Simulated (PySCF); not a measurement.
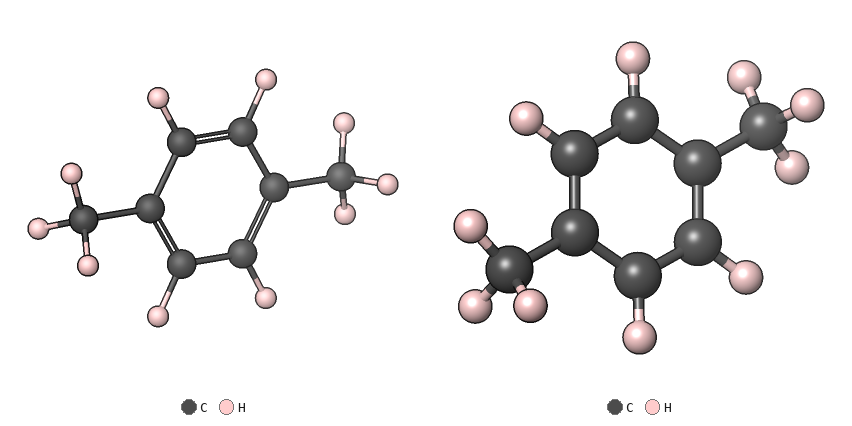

Both panels show the same species.

**Give the formula.**

C8H10, 18 atoms: 8 carbon and 10 hydrogen.

**Count the bonded pairs by element.**

10 C–H, 8 C–C.

The parts below concern this one geometry. Atoms keep their numbers from picture to picture. The computed structure is the end point of a PBE0-D3(BJ)/def2-TZVP optimisation. No frequency run is at hand to confirm it as a minimum.

### Shape

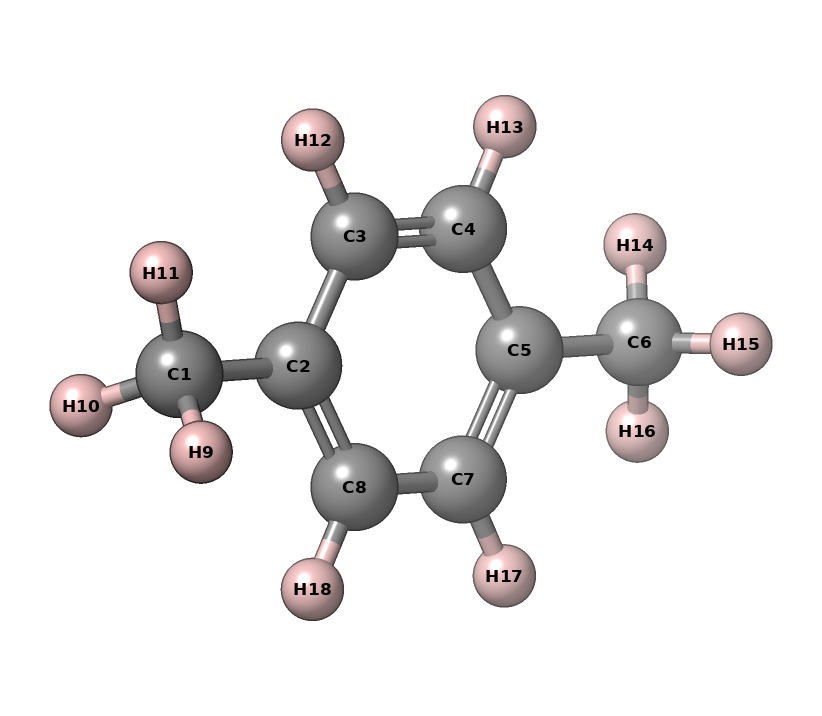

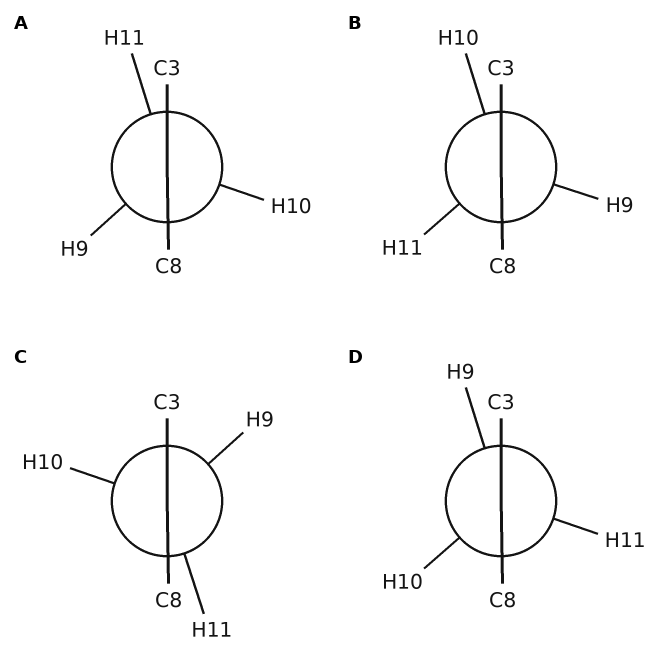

Depth is shown by fading: the farther an atom, the more it takes the colour of the background. Bonds that would overlap in a projection are set slightly apart. No frequency run is at hand to confirm it as a minimum.

**Which Newman projection shows the view along C2–C1, with C2 in front?**

A. The torsion angle C3–C2–C1–H9 is −132°, anticlinal.

### Charges

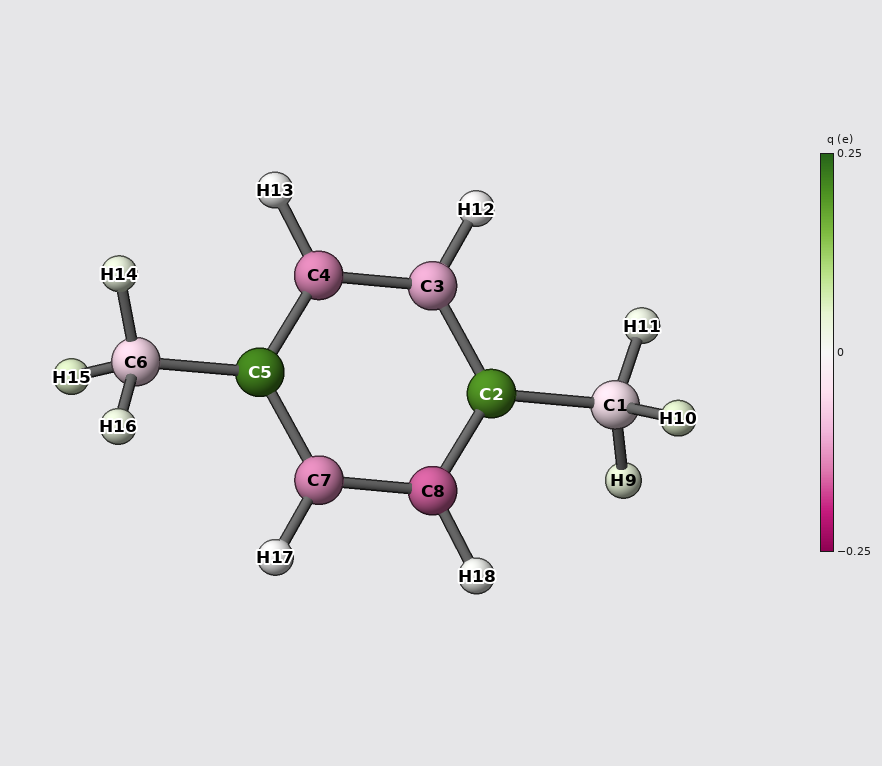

Atoms are coloured by their Mulliken charges. No frequency run is at hand to confirm it as a minimum. Properties computed with PBE0/pcSseg-2, gas phase (PySCF 2.14.0).

**Which atom carries the highest charge (most positive or least negative)?**

C2, C5 (0.19 to 0.21 e).

**And the lowest?**

C8 (−0.16 e).

Give the Mulliken charges atom by atom.

```json
{"atom": "C1", "value (e)": "−0.04"}
{"atom": "C2", "value (e)": "0.19"}
{"atom": "C3", "value (e)": "−0.11"}
{"atom": "C4", "value (e)": "−0.13"}
{"atom": "C5", "value (e)": "0.21"}
{"atom": "C6", "value (e)": "−0.06"}
{"atom": "C7", "value (e)": "−0.13"}
{"atom": "C8", "value (e)": "−0.16"}
{"atom": "H9", "value (e)": "0.04"}
{"atom": "H10", "value (e)": "0.05"}
{"atom": "H11", "value (e)": "0.02"}
{"atom": "H12", "value (e)": "0.00"}
{"atom": "H13", "value (e)": "0.00"}
{"atom": "H14", "value (e)": "0.03"}
{"atom": "H15", "value (e)": "0.05"}
{"atom": "H16", "value (e)": "0.03"}
{"atom": "H17", "value (e)": "0.00"}
{"atom": "H18", "value (e)": "0.01"}
```

### Ring current

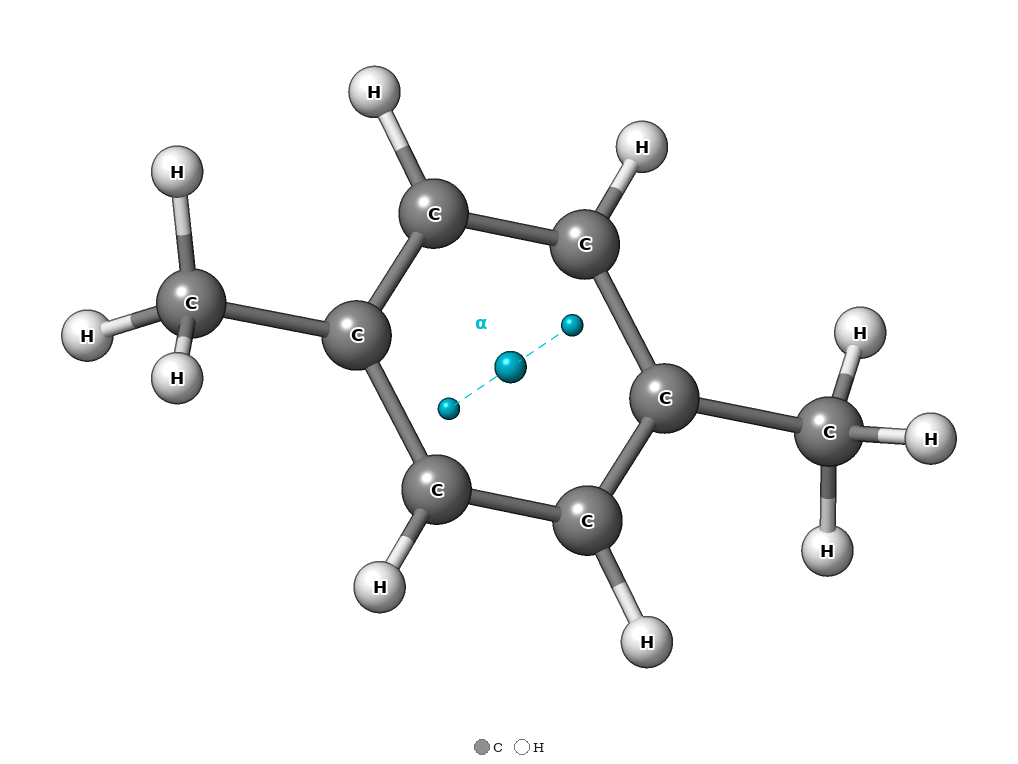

The small points mark where nucleus-independent chemical shifts (NICS) were computed: at the centre of each lettered ring and 1 Å above and below it. No frequency run is at hand to confirm it as a minimum. Level of theory: GIAO PBE0/pcSseg-2 NMR shielding, non-relativistic, gas phase (PySCF 2.14.0).

Give NICS(0), NICS(1) and the out-of-plane component NICS(1)zz for each ring (means of the two sides).

```csv
ring,members,NICS(0),NICS(1),NICS(1)zz
α,C6,−8.1,−9.7,−27.6
```

Values in ppm.

**What do the values say about the ring currents?**

Ring α: diatropic, as in an aromatic ring. NICS is one index among several.

### Electronic properties

No frequency run is at hand to confirm it as a minimum. Method: PBE0/pcSseg-2, gas phase (PySCF 2.14.0).

**Estimate the HOMO energy (Kohn–Sham orbital).**

−6.65 eV.

**Give the dipole moment at this level.**

0.04 D.

**What is the HOMO–LUMO gap?**

6.48 eV.

Mulliken values depend strongly on the basis set and can even reverse the polarity of a bond.
